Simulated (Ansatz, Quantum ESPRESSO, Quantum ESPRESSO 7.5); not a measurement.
## Al: work function by face

Aim: the work function of the low-index faces of Al, their order, and how far the functional matters.

Calculated with Quantum ESPRESSO 7.5; plane-wave DFT, PBE, GBRV ultrasoft pseudopotentials (geometry and cross-check by Ansatz 0.2.0 with PAW datasets; geometry under PBE).

**What experiment says.**

For Al (clean single-crystal faces), “Properties of real metallic surfaces: Effects of density functional semilocality and van der Waals nonlocality” (2017, arxiv:1702.08515) quotes earlier work: work function of (111) (clean (111) face) 4.32 eV; work function of (100) (clean (100) face) 4.32 eV; work function of (110) (clean (110) face) 4.23 eV.

**1. Starting point**

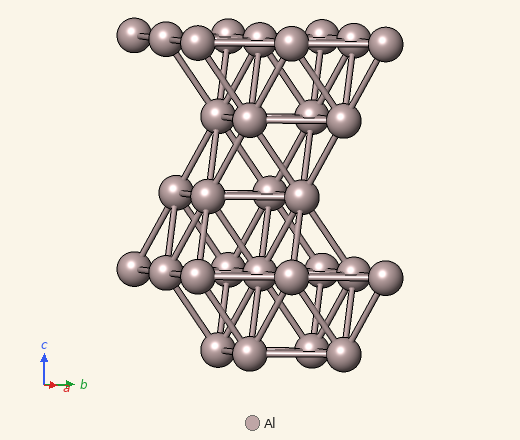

The cell as given, from the side, with the c axis up (aluminium light grey). 2×2×1 cells are drawn. Some periodic images of atoms are drawn too.

The cell holds 5 atoms: 5 Al. Cell: a = 2.864 Å, b = 2.864 Å, c = 25.353 Å, α = 90.0°, β = 90.0°, γ = 60.0°. It derives from Al. Vacuum lies along c.

**2. Geometry from Ansatz of (111)**

The geometry comes first, from a plane-wave PAW code, so that the later runs on this slab share one structure.

The input, input.yaml:

```yaml
crystal:
  lattice:
    - [2.8637824638, 0.0, 0.0]
    - [1.4318912319, 2.4801083646, 0.0]
    - [0.0, 0.0, 25.3530743609]
  atoms:
    - { symbol: Al, position: [0.6666666667, 0.6666666667, 0.315543586] }
    - { symbol: Al, position: [0.0, 0.0, 0.407771793] }
    - { symbol: Al, position: [0.3333333333, 0.3333333333, 0.5] }
    - { symbol: Al, position: [0.6666666667, 0.6666666667, 0.592228207] }
    - { symbol: Al, position: [0.0, 0.0, 0.684456414] }
kpoints:
  mp_grid: { grid: [12, 12, 1] }
hamiltonian:
  xc: pbe
scf:
  occupations: { method: fermi_dirac, width: 0.1 }
  convergence: { dr2_threshold: 1.0e-08 }
efield:
  axis: 3
  dipole_correction: true
  ramp_position: 0.97
  ramp_width: 0.04
relax:
  f_tol: 0.01
  constraints: [{ sites: [2] }]
output:
  write_potential: true
  write_density: true
  volumetric_format: npy
```

Launch:

```console
$ ansatz run input.yaml --threads 2 --pin off --max-ram 4096MiB --backend cpu --events-out ev --progress --plain --runs-dir out
```

Numbers of over 12 decimals in the logs are rounded to 6 here.

The program printed:

```text
Engine: ansatz 0.2.0, aarch64-unknown-linux-gnu
Pseudopotentials: kind: paw
Pseudopotential: Al, paw, valence charge 3, recommended cutoff 420 eV (normal), Al.paw.azcp
Functional definition: PBE
  parameter kappa = 0.804
  parameter beta = 0.066725
  exchange = pbe_x(kappa = kappa, mu = beta*pi^2/3)
  correlation = pbe_c(beta = beta)
Crystal: 5 atoms, lattice volume = 180.070 Å³
Basis set: ecut = 420 eV, 3541 PW (Γ), exchange–correlation on 40×40×360 points (8 copies of the dense FFT grid, shifted against one another)
Bands: 13, of which v1, the nominal top of the filled ones, is band 8 counted from 1 (7 counted from 0)
Symmetry: 6 space group operations
k-points: 19 of 144 (time reversal used)
Non-local potential: Al, projectors of the file, l = 0: 2, l = 1: 2, l = 2: 1
PAW form: soft (Blöchl's): semilocal exchange-correlation on the pseudo side does not see the compensation charge
PAW one-centre angular grid: Al, 110 points (default); XC on 64 Gauss nodes
Initial density: superposition of atomic densities (neutral atoms: chi_scale 0, normalization atom), corrected by the library's trained network
Initial wavefunctions: pseudopotential atomic-orbital guess
Functional: x = pbe(κ = 0.804, μ = 0.219515), c = pbe(β = 0.066725)
SCF iter   1: F=—  HF=-2686.826060 eV  |F-HF|=—  |Δ(HF+E_count)|=         —  Δρ=1.14e-3  dr2=3.70e-2  ethr=1.77e-3  p=0.000 e·Å  D=3.20e-4 V/Å  ΔV_dip=-0.01 eV  dr2_dipole=7.58e-5  V_vac-E_F(+/−)=3.97/3.98 eV  ⟨swp⟩=8.4  Hψ=2039  notcnv=0
efield: sawtooth ramp at fractional position 0.9700 (set: `efield.ramp_position`, or a place that a band, a saddle search or an elastic batch's reference lends), width 0.0400; the density the first Hamiltonian is built on has a dipole p = 0.000 e·Å; the dipole correction subtracts the counter field D = 3.20e-4 V/Å, which shifts the + side's vacuum level by -0.01 eV against the − side's; the planar-averaged density in the ramp window peaks in size at 9.1e-6 e/Å³
preconditioner: auto → LDOS  [metal: Δε(μ)=0.128 eV  Ē_g=6.771 eV  σ=0.100 eV  W_gap=0.31  n_scr=14 (ndim 8)  ℏωp=10.7 eV  f_vac=0.439  D(μ)=2.11/eV (n_scr^D=10)  β→1.0]
SCF iter   2: F=—  HF=-2686.824519 eV  |F-HF|=—  |Δ(HF+E_count)|=   1.54e-3  Δρ=3.28e-4  dr2=4.51e-4  ethr=2.47e-4  p=-0.000 e·Å  D=-6.21e-6 V/Å  ΔV_dip=0.00 eV  dr2_dipole=3.52e-6  V_vac-E_F(+/−)=4.11/4.10 eV  ⟨swp⟩=1.5  Hψ=438  notcnv=0  defer=5
SCF iter   3: F=—  HF=-2686.824647 eV  |F-HF|=—  |Δ(HF+E_count)|=   1.28e-4  Δρ=7.18e-5  dr2=9.28e-5  ethr=3.01e-6  p=0.000 e·Å  D=1.90e-5 V/Å  ΔV_dip=-0.00 eV  dr2_dipole=7.87e-9  V_vac-E_F(+/−)=4.12/4.12 eV  ⟨swp⟩=2.3  Hψ=440  notcnv=0  defer=5
SCF iter   4: F=—  HF=-2686.824624 eV  |F-HF|=—  |Δ(HF+E_count)|=   2.26e-5  Δρ=1.87e-5  dr2=5.79e-6  ethr=6.19e-7  p=0.000 e·Å  D=5.35e-6 V/Å  ΔV_dip=-0.00 eV  dr2_dipole=1.14e-8  V_vac-E_F(+/−)=4.12/4.12 eV  ⟨swp⟩=1.5  Hψ=271  notcnv=0  defer=5
SCF iter   5: F=—  HF=-2686.824625 eV  |F-HF|=—  |Δ(HF+E_count)|=   3.97e-7  Δρ=3.43e-6  dr2=5.19e-8  ethr=3.86e-8  p=0.000 e·Å  D=2.28e-6 V/Å  ΔV_dip=-0.00 eV  dr2_dipole=4.49e-10  V_vac-E_F(+/−)=4.12/4.12 eV  ⟨swp⟩=2.2  Hψ=334  notcnv=0  defer=5
SCF iter   6: F=-2686.824625 eV  HF=-2686.824625 eV  |F-HF|=4.81e-10  |Δ(HF+E_count)|=   1.41e-7  Δρ=1.10e-6  dr2=5.82e-9  ethr=6.67e-11  p=0.000 e·Å  D=7.51e-7 V/Å  ΔV_dip=-0.00 eV  dr2_dipole=3.64e-12  V_vac-E_F(+/−)=4.12/4.12 eV  ⟨swp⟩=9.9  Hψ=1666  notcnv=0
SCF 1 converged in 6 iterations: F = -2686.824625 eV  dr2 = 5.82e-9
  greatest PAW one-centre occupation: 0.462 electrons in one spin orbital (limit 2), on the Al atom at site 4 (counted from 0), in its partial waves of l = 0
relax step   1: F+E_penalty+E_count = -2686.82462478 eV  Δ(F+E_penalty+E_count) = +0.000e0 eV  max|allowed force component| = 7.749e-2 eV/Å  Δτ_max = 0.0000 Å  (6 SCF iters, accepted)
Initial density: handed on by an earlier stage of this run
Initial wavefunctions: those handed on with the density
iter 1 solved again at ethr=4.43e-5 eV; its pass at ethr=3.10e-3 eV (dr2=6.65e-3 eV) is discarded
SCF iter   1: F=—  HF=-2686.826986 eV  |F-HF|=—  |Δ(HF+E_count)|=         —  Δρ=6.43e-4  dr2=6.54e-3  ethr=4.43e-5  p=0.000 e·Å  D=7.47e-7 V/Å  ΔV_dip=-0.00 eV  dr2_dipole=3.12e-9  V_vac-E_F(+/−)=4.11/4.11 eV  ⟨swp⟩=1.6  Hψ=1076  notcnv=0  defer=5
efield: sawtooth ramp at fractional position 0.9700 (set: `efield.ramp_position`, or a place that a band, a saddle search or an elastic batch's reference lends), width 0.0400; the density the first Hamiltonian is built on has a dipole p = 0.000 e·Å; the dipole correction subtracts the counter field D = 7.47e-7 V/Å, which shifts the + side's vacuum level by -0.00 eV against the − side's; the planar-averaged density in the ramp window peaks in size at 3.6e-7 e/Å³
preconditioner: auto → LDOS  [metal: Δε(μ)=0.091 eV  Ē_g=6.750 eV  σ=0.100 eV  W_gap=0.22  n_scr=14 (ndim 8)  ℏωp=10.7 eV  f_vac=0.438  D(μ)=2.09/eV (n_scr^D=10)  β→1.0]
SCF iter   2: F=—  HF=-2686.826086 eV  |F-HF|=—  |Δ(HF+E_count)|=   9.00e-4  Δρ=4.33e-4  dr2=1.32e-3  ethr=4.36e-5  p=0.000 e·Å  D=7.21e-6 V/Å  ΔV_dip=-0.00 eV  dr2_dipole=9.82e-8  V_vac-E_F(+/−)=4.12/4.12 eV  ⟨swp⟩=2.1  Hψ=353  notcnv=0  defer=5
SCF iter   3: F=—  HF=-2686.825946 eV  |F-HF|=—  |Δ(HF+E_count)|=   1.39e-4  Δρ=6.55e-5  dr2=3.63e-5  ethr=8.82e-6  p=-0.000 e·Å  D=-3.31e-6 V/Å  ΔV_dip=0.00 eV  dr2_dipole=6.59e-10  V_vac-E_F(+/−)=4.11/4.11 eV  ⟨swp⟩=2.2  Hψ=383  notcnv=0  defer=5
SCF iter   4: F=—  HF=-2686.825891 eV  |F-HF|=—  |Δ(HF+E_count)|=   5.50e-5  Δρ=1.13e-5  dr2=5.07e-7  ethr=2.42e-7  p=0.000 e·Å  D=3.48e-6 V/Å  ΔV_dip=-0.00 eV  dr2_dipole=8.31e-10  V_vac-E_F(+/−)=4.11/4.11 eV  ⟨swp⟩=2.3  Hψ=395  notcnv=0  defer=5
SCF iter   5: F=—  HF=-2686.825892 eV  |F-HF|=—  |Δ(HF+E_count)|=   6.66e-7  Δρ=2.39e-6  dr2=1.92e-8  ethr=3.38e-9  p=0.000 e·Å  D=6.78e-7 V/Å  ΔV_dip=-0.00 eV  dr2_dipole=6.27e-12  V_vac-E_F(+/−)=4.11/4.11 eV  ⟨swp⟩=2.8  Hψ=417  notcnv=0  defer=5
SCF iter   6: F=-2686.825892 eV  HF=-2686.825892 eV  |F-HF|=1.53e-9  |Δ(HF+E_count)|=   2.13e-8  Δρ=4.98e-7  dr2=7.78e-10  ethr=6.67e-11  p=0.000 e·Å  D=1.06e-6 V/Å  ΔV_dip=-0.00 eV  dr2_dipole=3.74e-13  V_vac-E_F(+/−)=4.11/4.11 eV  ⟨swp⟩=9.1  Hψ=1515  notcnv=0
SCF 2 converged in 6 iterations: F = -2686.825892 eV  dr2 = 7.78e-10
  greatest PAW one-centre occupation: 0.462 electrons in one spin orbital (limit 2), on the Al atom at site 0 (counted from 0), in its partial waves of l = 0
relax step   2: F+E_penalty+E_count = -2686.82589206 eV  Δ(F+E_penalty+E_count) = -1.267e-3 eV  max|allowed force component| = 2.645e-2 eV/Å  Δτ_max = 0.0183 Å  (6 SCF iters, accepted)
SCF iter   1: F=—  HF=-2686.826174 eV  |F-HF|=—  |Δ(HF+E_count)|=         —  Δρ=1.69e-4  dr2=4.65e-4  ethr=2.95e-5  p=0.000 e·Å  D=1.06e-6 V/Å  ΔV_dip=-0.00 eV  dr2_dipole=8.13e-10  V_vac-E_F(+/−)=4.11/4.11 eV  ⟨swp⟩=2.7  Hψ=758  notcnv=0  defer=5
efield: sawtooth ramp at fractional position 0.9700 (set: `efield.ramp_position`, or a place that a band, a saddle search or an elastic batch's reference lends), width 0.0400; the density the first Hamiltonian is built on has a dipole p = 0.000 e·Å; the dipole correction subtracts the counter field D = 1.06e-6 V/Å, which shifts the + side's vacuum level by -0.00 eV against the − side's; the planar-averaged density in the ramp window peaks in size at 4.0e-7 e/Å³
preconditioner: auto → LDOS  [metal: Δε(μ)=0.087 eV  Ē_g=6.756 eV  σ=0.100 eV  W_gap=0.21  n_scr=14 (ndim 8)  ℏωp=10.7 eV  f_vac=0.438  D(μ)=2.12/eV (n_scr^D=10)  β→1.0]
SCF iter   2: F=—  HF=-2686.826107 eV  |F-HF|=—  |Δ(HF+E_count)|=   6.67e-5  Δρ=1.12e-4  dr2=8.47e-5  ethr=3.10e-6  p=0.000 e·Å  D=1.27e-6 V/Å  ΔV_dip=-0.00 eV  dr2_dipole=7.26e-9  V_vac-E_F(+/−)=4.11/4.11 eV  ⟨swp⟩=2.1  Hψ=469  notcnv=0  defer=5
SCF iter   3: F=—  HF=-2686.826054 eV  |F-HF|=—  |Δ(HF+E_count)|=   5.32e-5  Δρ=1.53e-5  dr2=1.74e-6  ethr=5.64e-7  p=0.000 e·Å  D=4.92e-7 V/Å  ΔV_dip=-0.00 eV  dr2_dipole=2.70e-9  V_vac-E_F(+/−)=4.11/4.11 eV  ⟨swp⟩=2.3  Hψ=360  notcnv=0  defer=5
SCF iter   4: F=—  HF=-2686.826055 eV  |F-HF|=—  |Δ(HF+E_count)|=   1.80e-6  Δρ=3.06e-6  dr2=4.57e-8  ethr=1.16e-8  p=0.000 e·Å  D=1.44e-6 V/Å  ΔV_dip=-0.00 eV  dr2_dipole=3.98e-11  V_vac-E_F(+/−)=4.11/4.11 eV  ⟨swp⟩=2.3  Hψ=398  notcnv=0  defer=5
SCF iter   5: F=-2686.826055 eV  HF=-2686.826055 eV  |F-HF|=1.67e-9  |Δ(HF+E_count)|=   2.85e-8  Δρ=6.25e-7  dr2=1.22e-9  ethr=6.67e-11  p=0.000 e·Å  D=4.99e-7 V/Å  ΔV_dip=-0.00 eV  dr2_dipole=3.87e-15  V_vac-E_F(+/−)=4.11/4.11 eV  ⟨swp⟩=9.4  Hψ=1573  notcnv=0
SCF 3 converged in 5 iterations: F = -2686.826055 eV  dr2 = 1.22e-9
relax step   3: F+E_penalty+E_count = -2686.82605550 eV  Δ(F+E_penalty+E_count) = -1.634e-4 eV  max|allowed force component| = 8.007e-4 eV/Å  Δτ_max = 0.0047 Å  (5 SCF iters, accepted)
NSCF: frozen V_eff on 19 k-points
the band table was solved once a step of the walk had ended and its energy, with any forces and stress, was formed, with the checks that follow a solve (2343 applications of the Hamiltonian). They found nothing against the state; the energy, forces and stress were not computed again (output.eigenvalues in the input reference)
WARN: The output density's exchange-correlation potential varies sharply where the density is thin. Do not read a vacuum level from v_tot or v_xc, or from such a field of the output density. On a cell that repeats whose density bears no net charge and no dipole along the vacuum's axis use v_es (v_loc + v_h of the components); under efield.dipole_correction with no amplitude use v_es + v_field, which holds any externa [...]
SCF converged after 5 iterations
Free energy (F): -2686.826055 eV
Harris-Foulkes:  -2686.826055 eV  (|F-HF|=1.67e-9)
Internal energy: -2686.757213 eV  (E = F + TS)
E sigma→0 (E₀):  -2686.791634 eV
Entropy (-TS):   -0.068843 eV (-13.769 meV/atom)
Fermi energy:    1.468536 eV
Dipole field:    D = 0.000001 V/Å  (p = 0.000001 e·Å, saw-weighted, corrected)
Work function:   Φ+ = 4.1146 eV   Φ− = 4.1147 eV
Levels:          The Fermi level and band energies are counted from a zero that moves with the ramp; work functions are not
--- Per-component energies (eV) ---
  E_band       = -40.955193
  E_kinetic    = 109.533363
  E_local      = -3483.232109  (includes V_loc(G=0)·N_el)
  E_nonlocal   = 51.942112
  E_hartree    = 1720.223820
  E_xc         = -196.229334
  E_vxc        = -141.506448  (∫ρ·V_xc dr)
  E_paw        = -2336.472665  (= ΣΔE_a)
  E_vpaw       = -18.138692  (= ΣTr[D̂ρ^β])
  E_aug_tail   = -0.000011  (compensation charges beyond the density's cutoff)
  E_efield     = 0.000000  (sawtooth field / dipole correction)
  E_vefield    = -0.000002  (∫n·V_field dr)
  E_ewald      = 1447.477611
  E_smearing   = -0.068843  (= −TS)
  E_closure    = 0.000000  (closes the sum)
  Σ components = -2686.826055   (vs F -2686.826055, Δ=0.00e0)
--- Forces (eV/Å), atoms counted from 1 ---
  atom   1  Al    -0.00000000     0.00000000    -0.00080073
  atom   2  Al     0.00000000     0.00000000     0.00059527
  atom   3  Al    -0.00000000    -0.00000000    -0.00001283
  atom   4  Al     0.00000000    -0.00000000    -0.00056417
  atom   5  Al    -0.00000000    -0.00000000     0.00078031
  max |Σ_I F_I| component: 2.15e-6 eV/Å
--- Band table (eV; the first three rows and the last of 19) ---
  k-point 0: bands = [... 4 lower, -4.1590, -2.1080, 0.3032, 2.6478, 4.4874, 5.4609, 5.7240, 7.2137, ... 1 higher]
  k-point 1: bands = [... 4 lower, -3.9950, -1.9517, 0.4591, 2.8013, 4.6450, 5.6233, 5.8867, 7.3647, ... 1 higher]
  k-point 2: bands = [... 4 lower, -3.5054, -1.4834, 0.9224, 3.2475, 5.0866, 6.0680, 6.3275, 6.7657, ... 1 higher]
  k-point 18: bands = [... 4 lower, -0.8997, -0.8997, -0.0872, -0.0872, 0.4097, 1.1754, 2.1202, 2.1202, ... 1 higher]
--- Relaxed structure (3 steps of the walk, 3 accepted, 0 SCFs on fresh bases) ---
  F+E_penalty+E_count = -2686.82605550 eV   max|allowed force component| = 8.007e-4 eV/Å
  atoms:
    - { symbol: Al, position: [0.666667, 0.666667, 0.315006] }
    - { symbol: Al, position: [2.164485403792485e-19, 0, 0.408102] }
    - { symbol: Al, position: [0.333333, 0.333333, 0.5] }
    - { symbol: Al, position: [0.666667, 0.666667, 0.591898] }
    - { symbol: Al, position: [3.523789464287377e-19, 0, 0.684994] }
```

Wall time 5.7 s (2 threads of Arm Neoverse V2, shared host); peak memory 0.36 GiB.

The steps of the relaxation:

| step | energy less that of the first step (eV) | largest force component (eV/Å) |
| --- | --- | --- |
| 1 | 0.0000 | 0.0775 |
| 2 | -0.0013 | 0.0264 |
| 3 | -0.0014 | 0.0008 |

Forces are held to the 6 operations that the run works with; a distortion that breaks them can't arise in this run.

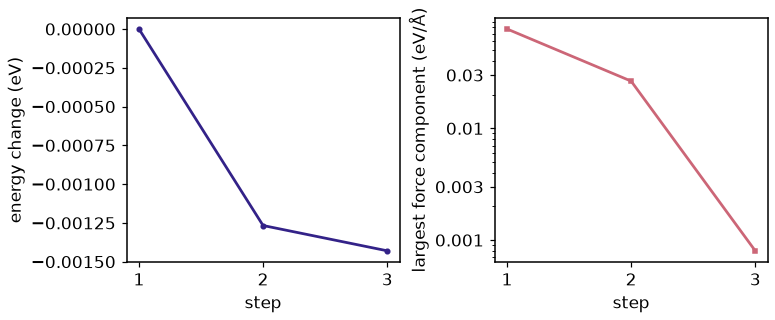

Energy and largest force along the relaxation.

The atoms that moved most (Å):

| atom | dx | dy | dz | length |
| --- | --- | --- | --- | --- |
| Al5 | 0.000 | 0.000 | 0.014 | 0.014 |
| Al1 | 0.000 | 0.000 | -0.014 | 0.014 |
| Al4 | 0.000 | 0.000 | -0.008 | 0.008 |
| Al2 | 0.000 | 0.000 | 0.008 | 0.008 |

The relaxed structure:

```xyz
5
Lattice="2.8638 0.0000 0.0000 1.4319 2.4801 0.0000 0.0000 0.0000 25.3531" Properties=species:S:1:pos:R:3
Al    2.8638    1.6534    7.9864
Al    0.0000    0.0000   10.3466
Al    1.4319    0.8267   12.6765
Al    2.8638    1.6534   15.0064
Al    0.0000    0.0000   17.3667
```

 Held were the atoms numbered 3; the forces quoted are those on the free ones.

Read from the output:

| Quantity | Value |
| --- | --- |
| free energy | -2686.8261 eV |
| energy at zero smearing | -2686.7916 eV |
| smearing term TS | 0.06884 eV |
| Fermi energy | 1.469 eV |
| symmetry operations | 6 |
| work function of the upper face | 4.115 eV |
| work function of the lower face | 4.115 eV |
| dipole along the normal | 5.84e-7 e·Å |

[end of part 1 of 6]

[Logs are printed without paths, hosts, clocks, repeated set-up lines and the standing remarks that a program may print on its own settings, such as how far it seeks lower states.]

[Hosts, paths, dates, database ids (printed as entryN), source tags and the programs' standing remarks are cut or masked in the printed files.]

[Maps of the electrostatic potential energy from Ansatz leave out the sawtooth potential of an applied field or a dipole correction, so their vacuum need not be flat; planar profiles and work functions include it.]
